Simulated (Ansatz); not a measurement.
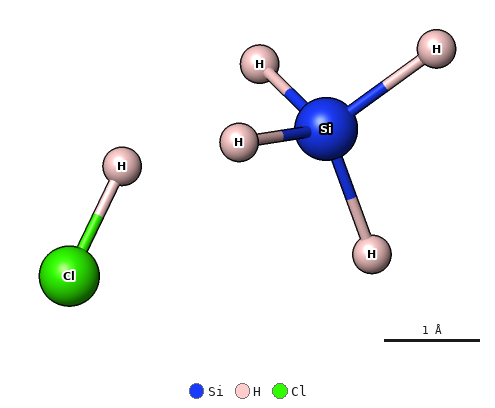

Figure 1. The input geometry (ball-and-stick view, seen at a tilt). Bond lengths as drawn: Cl–H 1.33 Å and H–Si 1.47 to 1.49 Å.

## Geometry relaxation of SiH$_{5}$Cl

The run: geometry relaxation of SiH$_{5}$Cl. Method and program: RKS B3LYP-D4/6-31G* (Ansatz 0.2.0).

It belongs to a series of runs on one base structure; here: end point A relaxed.

Log:
```
The last accepted step is kept in [file] (removed where the run ends without a failure and the disk answers)
Engine: ansatz 0.2.0, x86_64-unknown-linux-gnu
Functional definition: B3LYP
  parameter a0 = 0.2
  parameter ax = 0.72
  parameter ac = 0.81
  exchange = (1 - a0 - ax)*slater_x + ax*b88_x + a0*exact_x
  correlation = (1 - ac)*vwn_rpa_c + ac*lyp_c
531 factors; integrals over basis functions are off by at most 7.9e-4 eV
mean field evaluation 1: about -20480.8177 eV, gradient 1.2e1 eV
mean field evaluation 2: about -20481.0581 eV, gradient 9.3e0 eV
mean field evaluation 4: about -20481.3008 eV, gradient 2.5e-1 eV
mean field evaluation 8: about -20481.3079 eV, gradient 1.7e-3 eV
mean field -20481.30785651 eV, -752.6741809975 hartree, gradient 8.6e-6 eV, S^2 0.000000; 0 other end points of the search recorded, 0 dependent functions left out
the calculation of the forces begins
reference -20481.30808246 eV, -752.6741893012 hartree; 18, 18 occupied and 30, 30 virtual orbitals, 531 factors
relax step   1: F+E_penalty+E_count = -20481.46270666 eV  Δ(F+E_penalty+E_count) = +0.000e0 eV  max|allowed force component| = 1.064e0 eV/Å  Δτ_max = 0.0000 Å  (23 SCF iters, accepted)
these checks for a lower state are left out or cut short: starts, cluster_reference, orbital_swaps, neighbouring_geometries, increment
531 factors; integrals over basis functions are off by at most 8.1e-4 eV
mean field evaluation 16: about -20481.4070 eV, gradient 7.1e-2 eV
mean field -20481.40700433 eV, -752.6778246130 hartree, gradient 5.9e-6 eV, S^2 0.000000; 0 other end points of the search recorded, 0 dependent functions left out
[... from here on the field's lines of each further geometry are left out, up to the last ...]
relax step   2: F+E_penalty+E_count = -20481.55095029 eV  Δ(F+E_penalty+E_count) = -8.824e-2 eV  max|allowed force component| = 6.594e-1 eV/Å  Δτ_max = 0.1915 Å  (25 SCF iters, accepted)
relax step   3: F+E_penalty+E_count = -20481.57437544 eV  Δ(F+E_penalty+E_count) = -2.343e-2 eV  max|allowed force component| = 3.821e-1 eV/Å  Δτ_max = 0.1397 Å  (23 SCF iters, accepted)
relax step   4: F+E_penalty+E_count = -20481.56715560 eV  Δ(F+E_penalty+E_count) = +7.220e-3 eV  max|allowed force component| = 6.074e-1 eV/Å  Δτ_max = 0.1426 Å  (24 SCF iters, rejected (line search))
relax step   5: F+E_penalty+E_count = -20481.58117977 eV  Δ(F+E_penalty+E_count) = -6.804e-3 eV  max|allowed force component| = 1.655e-1 eV/Å  Δτ_max = 0.0682 Å  (23 SCF iters, accepted)
relax step   6: F+E_penalty+E_count = -20481.58455892 eV  Δ(F+E_penalty+E_count) = -3.379e-3 eV  max|allowed force component| = 1.497e-2 eV/Å  Δτ_max = 0.0811 Å  (22 SCF iters, accepted)
relax step   7: F+E_penalty+E_count = -20481.58570931 eV  Δ(F+E_penalty+E_count) = -1.150e-3 eV  max|allowed force component| = 8.742e-2 eV/Å  Δτ_max = 0.0722 Å  (22 SCF iters, accepted)
relax step   8: F+E_penalty+E_count = -20481.58557791 eV  Δ(F+E_penalty+E_count) = +1.314e-4 eV  max|allowed force component| = 2.078e-1 eV/Å  Δτ_max = 0.1406 Å  (25 SCF iters, rejected (line search))
relax step   9: F+E_penalty+E_count = -20481.58611558 eV  Δ(F+E_penalty+E_count) = -4.063e-4 eV  max|allowed force component| = 8.190e-2 eV/Å  Δτ_max = 0.0213 Å  (22 SCF iters, accepted)
relax step  10: F+E_penalty+E_count = -20481.58674918 eV  Δ(F+E_penalty+E_count) = -6.336e-4 eV  max|allowed force component| = 1.068e-1 eV/Å  Δτ_max = 0.0974 Å  (24 SCF iters, accepted)
relax step  11: F+E_penalty+E_count = -20481.58724182 eV  Δ(F+E_penalty+E_count) = -4.926e-4 eV  max|allowed force component| = 5.393e-2 eV/Å  Δτ_max = 0.0150 Å  (21 SCF iters, accepted)
relax step  12: F+E_penalty+E_count = -20481.58761269 eV  Δ(F+E_penalty+E_count) = -3.709e-4 eV  max|allowed force component| = 2.175e-2 eV/Å  Δτ_max = 0.0305 Å  (22 SCF iters, accepted)
relax step  13: F+E_penalty+E_count = -20481.58772710 eV  Δ(F+E_penalty+E_count) = -1.144e-4 eV  max|allowed force component| = 7.623e-2 eV/Å  Δτ_max = 0.0519 Å  (22 SCF iters, accepted)
relax step  14: F+E_penalty+E_count = -20481.58781844 eV  Δ(F+E_penalty+E_count) = -9.134e-5 eV  max|allowed force component| = 3.904e-2 eV/Å  Δτ_max = 0.0066 Å  (17 SCF iters, accepted)
the calculation of the forces begins
reference -20481.46683021 eV, -752.6800231733 hartree; 18, 18 occupied and 30, 30 virtual orbitals, 531 factors
relax step  15: F+E_penalty+E_count = -20481.58787548 eV  Δ(F+E_penalty+E_count) = -5.704e-5 eV  max|allowed force component| = 1.381e-3 eV/Å  Δτ_max = 0.0090 Å  (19 SCF iters, accepted)
```

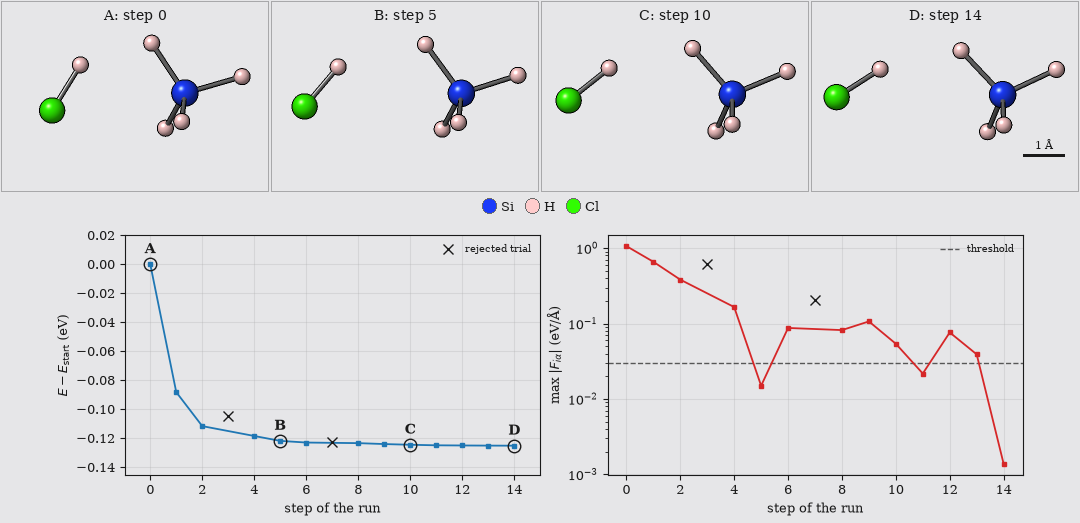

Figure 2. Frames of the relaxation (ball-and-stick view, seen at a tilt) above the curves, on which the letters mark them (the first geometry is step 0 here and step 1 in the log).

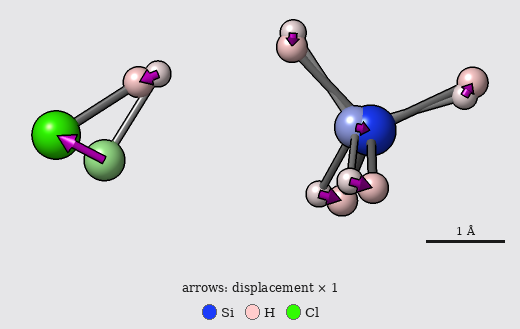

Figure 3. Start (faint) and end (solid) with the displacements as pink arrows, at true length (ball-and-stick view, seen at a tilt). The two geometries are laid on each other by the best rigid fit. After 14 geometry steps the energy has fallen by 0.125 eV. Largest force component: 1.1 eV/Å at the start, 0.0014 eV/Å at the end. The line search rejected the trial steps at points 3, 7 (counted from 0) and went back. The atom that moves furthest after the best rigid fit is Cl6 (0.71 Å). By element the largest moves are Cl 0.71 Å, H 0.31 Å, Si 0.20 Å. Among the contacts that change: Cl6–H7 1.332 → 1.292 Å, Si1–H2 1.473 → 1.492 Å. (Atoms are counted from 1 in the order of the input.)

```
531 factors; integrals over basis functions are off by at most 8.0e-4 eV
mean field -20481.46659171 eV, -752.6800144088 hartree, gradient 1.3e-5 eV, S^2 0.000000; 1 other end points of the search recorded, 0 dependent functions left out
the calculation of the forces begins
reference -20481.46683021 eV, -752.6800231733 hartree; 18, 18 occupied and 30, 30 virtual orbitals, 531 factors
Total energy: -20481.58811398 eV, -752.6844802696 hartree
Atom 0 at     0.359550     0.000000    -0.199562 Å, force    -0.000540     0.000000     0.001381 eV/Å
Atom 1 at     0.075283     0.000000     1.264855 Å, force    -0.000117    -0.000000    -0.000964 eV/Å
Atom 2 at     1.830887     0.000000    -0.394747 Å, force     0.000007    -0.000000     0.000459 eV/Å
Atom 3 at    -0.238714     1.216373    -0.802700 Å, force     0.000441     0.000577    -0.000905 eV/Å
Atom 4 at    -0.238714    -1.216373    -0.802700 Å, force     0.000441    -0.000577    -0.000905 eV/Å
Atom 5 at    -3.169489     0.000000     1.963849 Å, force    -0.001083    -0.000000     0.000874 eV/Å
Atom 6 at    -1.877503    -0.000000     1.960204 Å, force     0.000849     0.000000     0.000060 eV/Å
Dipole moment:     0.358475    -0.000000    -0.074637 e Å
```

Trajectory as extended XYZ (Å, eV, eV/Å), 15 frames, from step=1 to step=15:
```
7
Properties=species:S:1:pos:R:3:forces:R:3 step=1 energy=-20481.46271
Si    0.2164    0.0000   -0.0646    0.3690   0.0000  -0.5649
H     0.1937    0.0000    1.4082    0.0842   0.0000   0.3405
H     1.6397    0.0000   -0.4950    0.0049   0.0000   0.0100
H    -0.4519    1.2211   -0.5685   -0.0197   0.0117   0.0144
H    -0.4519   -1.2211   -0.5685   -0.0197  -0.0117   0.0144
Cl   -2.8067    0.0000    1.3590    0.6451   0.0000   0.5796
H    -1.5981    0.0000    1.9186   -1.0640   0.0000  -0.3941
7
Properties=species:S:1:pos:R:3:forces:R:3 step=2 energy=-20481.55095
Si    0.2825    0.0000   -0.1045    0.0461   0.0000  -0.0466
H     0.2627    0.0000    1.3829    0.0014   0.0000   0.0950
H     1.7023    0.0000   -0.5314    0.0281   0.0000  -0.0643
H    -0.4156    1.2172   -0.5826    0.0325   0.0045  -0.0322
H    -0.4156   -1.2172   -0.5826    0.0325  -0.0045  -0.0322
Cl   -2.9556    0.0000    1.4794    0.5188   0.0000   0.2836
H    -1.7194    0.0000    1.9281   -0.6594   0.0000  -0.2033
7
Properties=species:S:1:pos:R:3:forces:R:3 step=3 energy=-20481.57438
Si    0.3290    0.0000   -0.1335   -0.0694   0.0000   0.1353
H     0.3019    0.0000    1.3607    0.0077   0.0000  -0.0376
H     1.7460    0.0000   -0.5710    0.0164   0.0000  -0.0482
H    -0.3754    1.2161   -0.6089    0.0434  -0.0013  -0.0402
H    -0.3754   -1.2161   -0.6089    0.0434   0.0013  -0.0402
Cl   -3.0514    0.0000    1.5417    0.3406   0.0000   0.1701
H    -1.8333    0.0000    2.0091   -0.3821   0.0000  -0.1391
7
Properties=species:S:1:pos:R:3:forces:R:3 step=4 energy=-20481.56716 accepted=F
Si    0.3152    0.0000   -0.1221    0.1372   0.0000   0.0183
H     0.2038    0.0000    1.3797    0.0251   0.0000  -0.2756
H     1.7445    0.0000   -0.5194    0.0628   0.0000   0.0984
H    -0.3307    1.2064   -0.6825   -0.0818   0.0958   0.0600
H    -0.3307   -1.2064   -0.6825   -0.0818  -0.0958   0.0600
Cl   -3.0552    0.0000    1.6843   -0.6074   0.0000  -0.0940
H    -1.8057    0.0000    1.9317    0.5461   0.0000   0.1329
7
Properties=species:S:1:pos:R:3:forces:R:3 step=5 energy=-20481.58118
Si    0.3382    0.0000   -0.1376    0.0007   0.0000   0.0582
H     0.2938    0.0000    1.3562   -0.0011   0.0000  -0.0511
H     1.7575    0.0000   -0.5712    0.0140   0.0000  -0.0020
H    -0.3501    1.2159   -0.6341    0.0040   0.0112  -0.0136
H    -0.3501   -1.2159   -0.6341    0.0040  -0.0112  -0.0136
Cl   -3.0887    0.0000    1.5989    0.1441   0.0000   0.0706
H    -1.8593    0.0000    2.0111   -0.1655   0.0000  -0.0486
7
Properties=species:S:1:pos:R:3:forces:R:3 step=6 energy=-20481.58456
Si    0.3493    0.0000   -0.1563    0.0054   0.0000   0.0079
H     0.2546    0.0000    1.3324   -0.0027   0.0000  -0.0071
H     1.7832    0.0000   -0.5421    0.0010   0.0000   0.0033
H    -0.3200    1.2163   -0.6786    0.0015   0.0046  -0.0066
H    -0.3200   -1.2163   -0.6786    0.0015  -0.0046  -0.0066
Cl   -3.1218    0.0000    1.6729   -0.0150   0.0000   0.0077
H    -1.8842    0.0000    2.0395    0.0082   0.0000   0.0013
7
Properties=species:S:1:pos:R:3:forces:R:3 step=7 energy=-20481.58571
Si    0.3550    0.0000   -0.1699    0.0252   0.0000  -0.0238
H     0.2120    0.0000    1.3146   -0.0036   0.0000  -0.0040
H     1.8022    0.0000   -0.5096   -0.0292   0.0000   0.0136
H    -0.2962    1.2162   -0.7171    0.0043  -0.0041   0.0058
H    -0.2962   -1.2162   -0.7171    0.0043   0.0041   0.0058
Cl   -3.1436    0.0000    1.7418   -0.0874   0.0000  -0.0136
H    -1.8919    0.0000    2.0465    0.0864   0.0000   0.0160
7
Properties=species:S:1:pos:R:3:forces:R:3 step=8 energy=-20481.58558 accepted=F
Si    0.3586    0.0000   -0.1903    0.0962   0.0000  -0.0298
H     0.1240    0.0000    1.2866    0.0044   0.0000  -0.0750
H     1.8307    0.0000   -0.4387   -0.1484   0.0000   0.0328
H    -0.2591    1.2155   -0.7818    0.0230  -0.0294   0.0372
H    -0.2591   -1.2155   -0.7818    0.0230   0.0294   0.0372
Cl   -3.1726    0.0000    1.8793    0.2078   0.0000   0.0261
H    -1.8812    0.0000    2.0159   -0.2061   0.0000  -0.0285
7
Properties=species:S:1:pos:R:3:forces:R:3 step=9 energy=-20481.58612
Si    0.3540    0.0000   -0.1716    0.0065   0.0000  -0.0152
H     0.1986    0.0000    1.3114   -0.0047   0.0000   0.0031
H     1.8028    0.0000   -0.4975   -0.0039   0.0000   0.0050
H    -0.2928    1.2162   -0.7230    0.0019  -0.0008   0.0021
H    -0.2928   -1.2162   -0.7230    0.0019   0.0008   0.0021
Cl   -3.1446    0.0000    1.7631   -0.0819   0.0000  -0.0101
H    -1.8839    0.0000    2.0297    0.0802   0.0000   0.0131
7
Properties=species:S:1:pos:R:3:forces:R:3 step=10 energy=-20481.58675
Si    0.3567    0.0000   -0.1853    0.0501   0.0000  -0.0119
H     0.1381    0.0000    1.2929    0.0026   0.0000  -0.0506
H     1.8222    0.0000   -0.4490   -0.0825   0.0000   0.0203
H    -0.2678    1.2157   -0.7665    0.0148  -0.0163   0.0211
H    -0.2678   -1.2157   -0.7665    0.0148   0.0163   0.0211
Cl   -3.1635    0.0000    1.8586    0.1068   0.0000   0.0166
H    -1.8767    0.0000    2.0050   -0.1066   0.0000  -0.0165
7
Properties=species:S:1:pos:R:3:forces:R:3 step=11 energy=-20481.58724
Si    0.3592    0.0000   -0.1883    0.0298   0.0000   0.0050
H     0.1389    0.0000    1.2880   -0.0026   0.0000  -0.0193
H     1.8232    0.0000   -0.4482   -0.0445   0.0000   0.0077
H    -0.2638    1.2176   -0.7656    0.0066  -0.0147   0.0035
H    -0.2638   -1.2176   -0.7656    0.0066   0.0147   0.0035
Cl   -3.1698    0.0000    1.8722    0.0539   0.0000   0.0075
H    -1.8825    0.0000    1.9967   -0.0498   0.0000  -0.0080
7
Properties=species:S:1:pos:R:3:forces:R:3 step=12 energy=-20481.58761
Si    0.3565    0.0000   -0.1894    0.0046   0.0000  -0.0155
H     0.1106    0.0000    1.2818    0.0032   0.0000   0.0017
H     1.8222    0.0000   -0.4268   -0.0066   0.0000   0.0087
H    -0.2568    1.2168   -0.7770    0.0003  -0.0044   0.0017
H    -0.2568   -1.2168   -0.7770    0.0003   0.0044   0.0017
Cl   -3.1624    0.0000    1.9018    0.0201   0.0000   0.0041
H    -1.8721    0.0000    1.9759   -0.0218   0.0000  -0.0024
7
Properties=species:S:1:pos:R:3:forces:R:3 step=13 energy=-20481.58773
Si    0.3596    0.0000   -0.1963   -0.0061   0.0000  -0.0056
H     0.0870    0.0000    1.2702   -0.0045   0.0000   0.0013
H     1.8291    0.0000   -0.4028    0.0049   0.0000  -0.0007
H    -0.2439    1.2156   -0.7958    0.0022   0.0033   0.0018
H    -0.2439   -1.2156   -0.7958    0.0022  -0.0033   0.0018
Cl   -3.1706    0.0000    1.9531    0.0762   0.0000   0.0006
H    -1.8761    0.0000    1.9566   -0.0749   0.0000   0.0009
7
Properties=species:S:1:pos:R:3:forces:R:3 step=14 energy=-20481.58782
Si    0.3585    0.0000   -0.1973   -0.0042   0.0000   0.0009
H     0.0807    0.0000    1.2681   -0.0003   0.0000   0.0034
H     1.8286    0.0000   -0.3993    0.0066   0.0000   0.0001
H    -0.2423    1.2167   -0.7971   -0.0008   0.0004  -0.0030
H    -0.2423   -1.2167   -0.7971   -0.0008  -0.0004  -0.0030
Cl   -3.1675    0.0000    1.9551    0.0384   0.0000   0.0010
H    -1.8742    0.0000    1.9568   -0.0390   0.0000   0.0006
7
Properties=species:S:1:pos:R:3:forces:R:3 step=15 energy=-20481.58788
Si    0.3595    0.0000   -0.1996   -0.0005   0.0000   0.0014
H     0.0753    0.0000    1.2649   -0.0001   0.0000  -0.0010
H     1.8309    0.0000   -0.3947    0.0000   0.0000   0.0005
H    -0.2387    1.2164   -0.8027    0.0004   0.0006  -0.0009
H    -0.2387   -1.2164   -0.8027    0.0004  -0.0006  -0.0009
Cl   -3.1695    0.0000    1.9638   -0.0011   0.0000   0.0009
H    -1.8775    0.0000    1.9602    0.0008   0.0000   0.0001
```

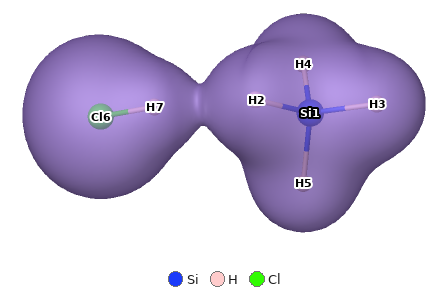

Figure 4. Isosurface of the electron density at 0.05 e/Å³ (purple), seen from the side. At this value the surface is in one piece. On the grid the lowest density along these lines, outside the cores, is 0.07 e/Å³ (H···H, 2.07 Å), 1.5 e/Å³ (Cl–H, 1.29 Å) and 0.78 e/Å³ (Si–H, 1.48 Å).

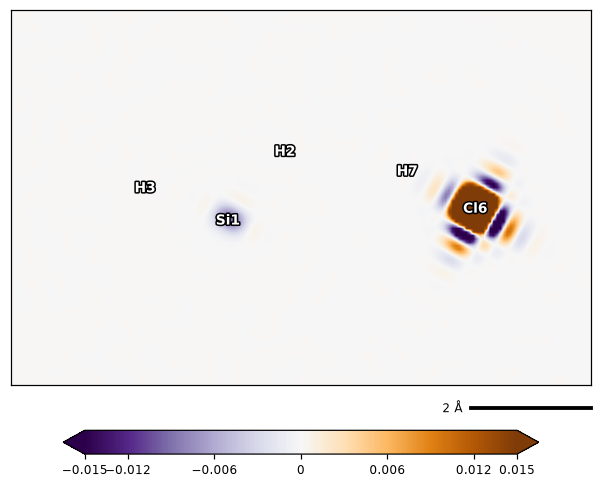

Figure 5. The HOMO on the plane of atoms H2, Si1 and H3 (values in Å⁻³ᐟ²; the overall sign is arbitrary). Its energy is −8.93 eV.

The run was set up as follows.

The input:
```yaml
crystal:
  periodic: [false, false, false]
  atoms:
    - { symbol: Si, position_ang: [0.216428, 0.0, -0.064596] }
    - { symbol: H, position_ang: [0.19371, 0.0, 1.408185] }
    - { symbol: H, position_ang: [1.639677, 0.0, -0.495042] }
    - { symbol: H, position_ang: [-0.451855, 1.221062, -0.568471] }
    - { symbol: H, position_ang: [-0.451855, -1.221062, -0.568471] }
    - { symbol: Cl, position_ang: [-2.806699, 0.0, 1.358992] }
    - { symbol: H, position_ang: [-1.598106, 0.0, 1.918602] }
basis:
  gaussian: { orbitals: "6-31G*" }
hamiltonian:
  xc: b3lyp
  dispersion: d4
relax:
  f_tol: 0.03
  max_steps: 50
output:
  orbitals: {}
```

Command:
```bash
ansatz run input.yaml --threads 1 --pin off --max-ram 2048MiB --backend cpu --events-out ev --progress --plain --runs-dir out
```

Key numbers:

```tsv
quantity	value
outcome	converged
total energy	−20481.5881 eV
mean-field energy	−20481.4668 eV
largest force (length of the vector) at the end	0.001 eV/Å
hardware	1 thread of Intel Xeon (Granite Rapids), 32 GiB of memory available, shared host
wall time	17 s
peak memory	0.12 GiB
```
